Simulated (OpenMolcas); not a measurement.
## Excited-state calculation, with input and output: RuO₄ (charge −2)

The run: excited-state calculation of RuO₄, charge −2, multiplicity 3. Method and program: CASPT2/ANO-R1, sfX2C (OpenMolcas 26.06).

The geometry comes from this level: GFN2-xTB.

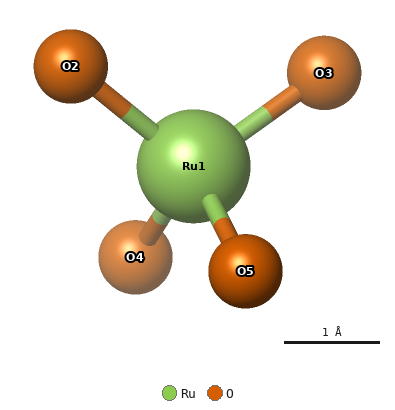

*The structure (ball-and-stick view, seen at a tilt; atoms are numbered from 1 in the order of the input). Sticks mark near contacts.*

Bond lengths as drawn: O–Ru 1.78 Å.

Input file:
```
&GATEWAY
Coord = struct.xyz
Basis = ANO-R1
Group = NoSym
RICD
&SEWARD
&RASSCF
FileOrb = $CurrDir/step2.RasOrb
Spin = 3
Nactel = 9 0 0
Inactive = 35
Ras2 = 5
CIRoot = 10 10 1
OrbListing = Nothing
&CASPT2
Multistate = all
```

File struct.xyz:
```
5

Ru     0.001480    -0.004960     0.007950
O      0.008630    -0.016500     1.783530
O      1.670520     0.015000    -0.609560
O     -0.841460     1.453130    -0.574630
O     -0.839160    -1.446680    -0.607290
```

Run on 1 thread of Arm Neoverse V2, 24 GiB of memory available, shared host.

Launched with:
```bash
export MOLCAS_MEM=1860
pymolcas step11.inp > step11.log
```

Log:
```
--- Start Module: gateway ---

                                              &GATEWAY

                       available to each process: 1.9 GB of memory, 1 thread

++    Symmetry information:
      ---------------------

                    Character Table for C1

                             E
                    a        1  x, y, xy, Rz, z, xz, Ry, yz, Rx, I
--

++    Basis set information:
      ----------------------

      Basis set label: RU.ANO-R...6S4P3D1F.

      Electronic valence basis set:
      ------------------
      Associated Effective Charge  44.000000 au
      Associated Actual Charge     44.000000 au
      Nuclear Model: Finite nucleus - Gaussian distribution
        Gaussian exponent, Xi/bohr**(-2):  2.09653E+08

      Shell  nPrim  nBasis  Cartesian Spherical Contaminant
         s      23       6        X
         p      16       4        X
         d      12       3                 X
         f       6       1                 X

      Basis set label: O.ANO-R...3S2P1D.

      Electronic valence basis set:
      ------------------
      Associated Effective Charge   8.000000 au
      Associated Actual Charge      8.000000 au
      Nuclear Model: Finite nucleus - Gaussian distribution
        Gaussian exponent, Xi/bohr**(-2):  5.86314E+08

      Shell  nPrim  nBasis  Cartesian Spherical Contaminant
         s      13       3        X
         p       8       2        X
         d       4       1                 X
--

++    Molecular structure info:
      -------------------------

                    ************************************************
                    **** Cartesian Coordinates / bohr, angstrom ****
                    ************************************************

     Center  Label                x              y              z                     x              y              z
        1      RU1              0.002797      -0.009373       0.015023              0.001480      -0.004960       0.007950
        2      O2               0.016308      -0.031180       3.370383              0.008630      -0.016500       1.783530
        3      O3               3.156825       0.028346      -1.151901              1.670520       0.015000      -0.609560
        4      O4              -1.590129       2.746018      -1.085893             -0.841460       1.453130      -0.574630
        5      O5              -1.585783      -2.733829      -1.147612             -0.839160      -1.446680      -0.607290

                    ***************************************
                    *    InterNuclear Distances / bohr    *
                    ***************************************

               1 RU1           2 O2            3 O3            4 O4            5 O5
    1 RU1      0.000000
    2 O2       3.355458        0.000000
    3 O3       3.363188        5.506128        0.000000
    4 O4       3.367730        5.491072        5.470253        0.000000
    5 O5       3.361245        5.503025        5.488347        5.480196        0.000000

                    *******************************************
                    *    InterNuclear Distances / angstrom    *
                    *******************************************

               1 RU1           2 O2            3 O3            4 O4            5 O5
    1 RU1      0.000000
    2 O2       1.775632        0.000000
    3 O3       1.779722        2.913718        0.000000
    4 O4       1.782126        2.905750        2.894733        0.000000
    5 O5       1.778694        2.912075        2.904308        2.899995        0.000000
--

            Nuclear Potential Energy            488.75865278 au

--- Stop Module: gateway /rc=_RC_ALL_IS_WELL_ ---
--- Module gateway spent 5 seconds ---

--- Start Module: seward ---

                                              &SEWARD

                       available to each process: 1.9 GB of memory, 1 thread

               SEWARD will generate:
                  Multipole Moment integrals up to order  2
                  Kinetic Energy integrals
                  Nuclear Attraction integrals (finite nuclei - Gaussian type)
                  One-Electron Hamiltonian integrals
                  Velocity integrals
                  Relativistic X2C integrals
                  Orbital angular momentum around (  0.0015  -0.0049   0.0078 )
                  Velocity quadrupole around (  0.0015  -0.0049   0.0078 )
                  Atomic mean-field integrals
                  RI decomposed two-electron repulsion integrals stored Cholesky style
                   - acCD auxiliary basis
                   - CD Threshold:   1.00E-04

                   Integrals are discarded if absolute value <: 1.00E-14
                   Integral cutoff threshold is set to       <: 1.00E-16

            Nuclear Potential Energy            488.75865278 au

      Basis set specifications :
      Symmetry species         a
      Basis functions           96

--- Stop Module: seward /rc=_RC_ALL_IS_WELL_ ---
--- Module seward spent 5 seconds ---

--- Start Module: rasscf ---

                                              &RASSCF

                       available to each process: 1.9 GB of memory, 1 thread

 ******************** ERROR *********************
 ###############################################################################
 ###    ERROR: No such wave function.                                        ###
 ###############################################################################
 The following combined specifications are wrong.
 Nr of active electrons NACTEL=   9
 Nr of active orbitals     NAC=   5
 Spin degeneracy         ISPIN=   3
 There can be no such wave function.
 ************************************************
--- Stop Module: rasscf /rc=_RC_INPUT_ERROR_ ---

.####################.
.# User input error #.
.####################.

    Timing: Wall=10.45 User=9.49 System=0.93
```

Outcome:

| quantity | value |
| --- | --- |
| outcome | refused by the program |
| basis functions | 96 |

What went wrong:

Some settings of this run were drawn to be unusual or wrong (dnel set to 1 (from default)). The program refused the input.
